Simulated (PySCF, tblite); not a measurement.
# C3H6AlNO2: geometry, infrared bands and NMR shifts

Aim: predict the infrared bands and NMR shifts of C3H6AlNO2 (`O=COCC#[N+][AlH3-]`).

Programs: tblite 0.8.0 and PySCF 2.14.0, with density-fitted response routines of our own. Each step states its level of theory. These are calculated values for one molecule in the gas phase, unless marked as measured. Atoms are numbered from 0 throughout.

## (1) The molecule as given

13 atoms, charge 0, multiplicity 1; geometry from: force field or distance geometry start.

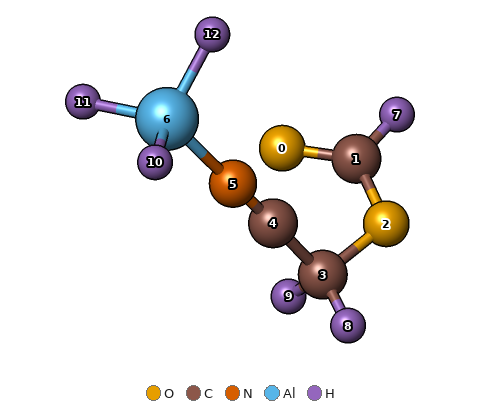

The starting geometry (oxygen amber, carbon brown, nitrogen orange, aluminium blue, hydrogen purple), atoms numbered.

## (2) Optimising the geometry with GFN2-xTB

Job settings and geometry (Å):

```
{"job": {"kind": "relax", "xc": "GFN2-xTB", "basis": "xTB"}, "charge": 0, "multiplicity": 1}
O      1.783700     0.929100     0.438800
C      2.365300    -0.186200     0.529000
O      2.115600    -1.229300    -0.375500
C      1.141500    -0.859100    -1.379800
C     -0.102800    -0.532500    -0.646200
N     -1.077400    -0.256600    -0.085100
Al    -2.643400     0.221600     0.826400
H      3.083400    -0.307000     1.351900
H      0.969900    -1.698200    -2.082600
H      1.533400     0.014200    -1.914300
H     -3.856100    -0.576800     0.182000
H     -2.901900     1.793000     0.771100
H     -2.415400    -0.172900     2.366700
```

The run is started by

```console
$ OMP_NUM_THREADS=1 python probes_run.py task.json out
```

One launch serves the whole session: the jobs run in the order shown.

**Question.** This job is followed by: GFN2-xTB harmonic vibrations, gas phase; GIAO PBE0/pcSseg-1 NMR shielding, non-relativistic, gas phase. What will the session give for the following? strongest single infrared mode (GFN2-xTB); zero-point energy (GFN2-xTB); 13C shifts against TMS (PBE0/pcSseg-1); 1H shifts against TMS (PBE0/pcSseg-1, means over atoms taken as alike); 17O shifts against H2O (PBE0/pcSseg-1); 15N shifts against NH3 (PBE0/pcSseg-1); 27Al shifts against AlH4- (PBE0/pcSseg-1).

**Answer**, as computed:

```
                                                              quantity                   value
                             strongest single infrared mode (GFN2-xTB)    767 cm⁻¹, 507 km/mol
                                          zero-point energy (GFN2-xTB)           48.2 kcal/mol
                                13C shifts against TMS (PBE0/pcSseg-1)  165.0, 128.1, 49.0 ppm
1H shifts against TMS (PBE0/pcSseg-1, means over atoms taken as alike)    8.18, 5.03, 4.12 ppm
                                17O shifts against H2O (PBE0/pcSseg-1)        460.3, 193.6 ppm
                                15N shifts against NH3 (PBE0/pcSseg-1)               261.7 ppm
                             27Al shifts against AlH4- (PBE0/pcSseg-1)                56.6 ppm
```

In words: The optimisation took 126 steps and gained 0.909 eV; among the close pairs (by a distance rule), N5–Al6 changed most, from 1.874 to 2.003 Å. The lowest mode is slightly imaginary (14i cm⁻¹), a soft motion within the noise of the Hessian, so the minimum is not strictly shown. The strongest single mode, at 767 cm⁻¹, moves mainly H12 and H10. GFN2-xTB is a fitted tight-binding method: band positions and strengths are rough. Its intensities can rank the bands wrongly. At PBE0/pcSseg-1: The largest span, 702 ppm, is at O0, where the paramagnetic term is -527 ppm.
